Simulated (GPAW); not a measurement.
**BCNF2 (SMILES N#CB(F)F): BLYP-D3(0)/dzp (scalar-relativistic datasets)**

Wanted: a geometry optimisation of BCNF2. 

The results are computed with GPAW 26.7.0.

3 further runs of the same task are left out: 3 set aside as unsound or not needed.

### 1 Starting point

The species is BCNF2 (5 atoms), meant as a singlet with charge 0. SMILES: `N#CB(F)F`. All atoms were displaced at random from a relaxed shape. The run starts from this shape.

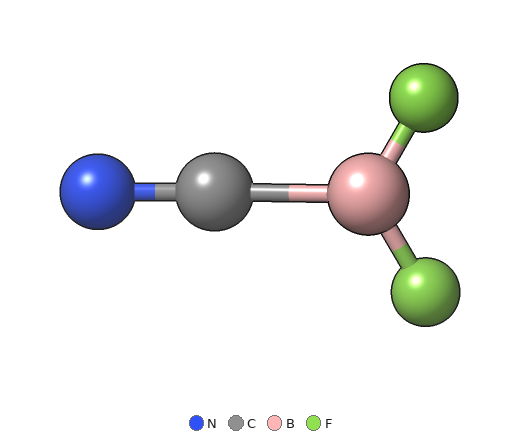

The structure, seen from a chosen angle (nitrogen blue, carbon grey, boron pink, fluorine green).

### 2 A structure relaxation at BLYP-D3(0)/dzp (scalar-relativistic datasets)

Contents of calc.py:

```python
import numpy as np
from ase import Atoms
from ase.calculators.mixing import SumCalculator
from ase.io import write
from ase.optimize.sciopt import SciPyFminCG
from ase.units import Bohr
from dftd3.ase import DFTD3
from gpaw import GPAW, setup_paths
from gpaw.atom.configurations import parameters
from gpaw.atom.generator import Generator
from gpaw.utilities.adjust_cell import adjust_cell

# Set up the molecule
positions_bohr = np.array(
              [[ -1.515196,   3.553978,   1.516726],
               [ -0.705155,   1.581686,   0.588043],
               [  0.291691,  -1.250779,  -0.259450],
               [  2.468772,  -1.624853,  -0.313969],
               [ -1.078899,  -2.412772,  -1.756718]])
molecule = Atoms('NCBFF', positions=positions_bohr * Bohr)
adjust_cell(molecule, 4.0, h=0.2)

# PAW datasets for this functional
for symbol in ['B', 'C', 'F', 'N']:
    Generator(symbol, xcname='BLYP', scalarrel=True, nofiles=True, txt=None).run(**parameters[symbol])
setup_paths.insert(0, '.')

# Ground state
dft = GPAW(mode='lcao',
           basis='dzp',
           h=0.2,
           xc='BLYP',
           maxiter=120,
           poissonsolver={'name': 'fast'},
           symmetry='off',
           txt='-')
molecule.calc = SumCalculator([DFTD3(method='BLYP', damping='d3zero'), dft])

opt = SciPyFminCG(molecule, trajectory='mol.traj')
converged = opt.run(fmax=0.05, steps=100)
print('Converged:', converged)
print(f'Final energy            {molecule.get_potential_energy():.5f} eV')
print(f'r(B2-C1): {molecule.get_distance(2, 1):.4f} Ang')
print(f'r(F3-B2) = {molecule.get_distance(3, 2):.4f} Ang')
write('relaxed.xyz', molecule)
```

Started as:

```
$ python calc.py > calc.log
```

Output:

```text
[...]
Number of symmetries: 1
[...]
  Number of IBZ points: 1
[...]
basis functions: 65
Spin-components: 1 (collinear spins)
Bands:           20
[...]
  Valence electrons: 26.0
[...]
  Grid points: [52 56 52]
  Charge: 0.0  # |e|
[...]
    cutoffs:
[...]
occupation numbers:
  # Zero width
[...]
xc functional:
  name: BLYP with 2 nearest neighbor stencil
[...]
|iter     |     time |      energy | eigst |  dens |
[...]
|iter:   1| 00:00:03 |  -29.583980 |      c|       |
[...]
Converged in 9 steps
[...]
dipole moment: (0.226892, -0.561145, -0.086575)  # |e|*Ang
Fermi level: -5.349
[...]
Converged in 10 steps
[...]
Converged in 5 steps
[...]
Converged in 4 steps
[...]
Converged in 2 steps
[...]
|iter:   4| 00:02:29 |  -30.133204c|      c| -4.56c|
Converged in 4 steps
[...]
Energy contributions relative to reference atoms: (reference = -8616.386379)
Energy contributions:
  Kinetic:          24.359048
  Coulomb:         -27.642013
  Zero:              1.295100
  External:          0.000000
  Xc:              -28.145338
  Entropy:           0.000000
  Spinorbit:         0.000000
  ----------------------------
  Free energy:     -30.133204
  Extrapolated:    -30.133204
dipole moment: (0.129366, -0.307472, -0.146952)  # |e|*Ang
Fermi level: -5.936
Eigenvalues  # (at kpt = [0.000, 0.000, 0.000])
| band index |      eig [eV] | occ [0-2] |
|------------|---------------|-----------|
|          0 |       -31.521 |     2.000 |
|        ... |               |           |
|          5 |       -13.544 |     2.000 |
|          6 |       -12.389 |     2.000 |
|          7 |       -10.926 |     2.000 |
|          8 |       -10.874 |     2.000 |
|          9 |       -10.551 |     2.000 |
|         10 |        -8.989 |     2.000 |
|         11 |        -8.937 |     2.000 |
|         12 |        -8.735 |     2.000 |
|         13 |        -3.137 |     0.000 |
|         14 |        -1.283 |     0.000 |
[...]
Gap: 5.598 eV
Transition (v -> c):
[...]
Forces  # eV/Ang
|        x |        y |        z |
|----------|----------|----------|
| -0.01163 |  0.01624 |  0.00497 |  # N    0
|  0.01911 | -0.04350 | -0.02829 |  # C    1
|  0.00184 |  0.03388 |  0.01320 |  # B    2
| -0.01833 |  0.02097 | -0.01908 |  # F    3
|  0.01540 |  0.01051 |  0.02040 |  # F    4
Force computation time: 0.133  # s
SciPyFminCG:   28 hh:mm:ss      -30.183169        0.024775
Converged: True
Final energy            -30.18317 eV
r(B2-C1): 1.5604 Ang
r(F3-B2) = 1.3342 Ang
```

Wall time 2.5 min (1 thread of Arm Neoverse V1, shared host); peak memory 0.54 GiB.

The path in brief:

| step | energy from the first frame kept (eV) | largest force (eV/Å) |
| --- | --- | --- |
| 0 | 0.0000 | 12.6083 |
| 2 | -1.4008 | 2.3258 |
| 4 | -1.6146 | 0.8191 |
| 6 | -1.6328 | 0.6623 |
| 8 | -1.6433 | 0.3333 |
| 10 | -1.6510 | 0.2783 |
| 12 | -1.6529 | 0.2496 |
| 14 | -1.6539 | 0.1181 |
| 16 | -1.6545 | 0.1009 |
| 18 | -1.6548 | 0.0931 |
| 20 | -1.6554 | 0.1242 |
| 22 | -1.6560 | 0.1195 |
| 24 | -1.6561 | 0.1131 |
| 26 | -1.6562 | 0.0789 |
| 28 | -1.6562 | 0.0248 |

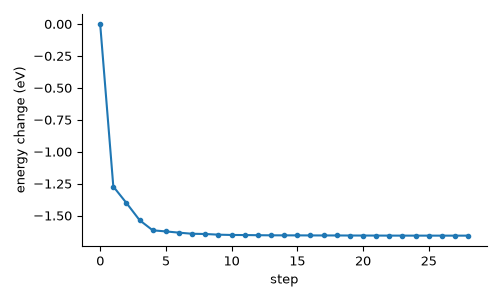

Energy along the run.

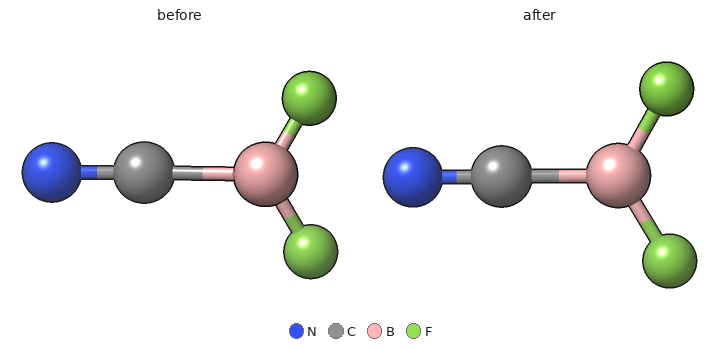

Before and after, at one scale.

After the run. Bond lengths: N1–C2 1.182 Å, C2–B3 1.560 Å, B3–F4 1.334 Å, B3–F5 1.333 Å. Angles: N1–C2–B3 179.5°, C2–B3–F4 119.8°, C2–B3–F5 120.0°, F4–B3–F5 120.2°.

### 3 Summary of results

Level: BLYP-D3(0)/dzp (scalar-relativistic datasets).

| quantity | value |
| --- | --- |
| energy as printed (from the program's reference atoms) | -30.1832 eV |
| dipole moment | 1.75 D |
| HOMO energy | -8.73 eV |
| LUMO energy | -3.14 eV |
| HOMO–LUMO gap | 5.60 eV |
| dispersion energy | -4.82 kJ/mol |

What this shows: At the final geometry: Bond lengths: N1–C2 1.182 Å, C2–B3 1.560 Å, B3–F4 1.334 Å, B3–F5 1.333 Å. Angles: N1–C2–B3 179.5°, C2–B3–F4 119.8°, C2–B3–F5 120.0°, F4–B3–F5 120.2°. The optimisation took 28 steps and changed the energy by -1.656 eV.
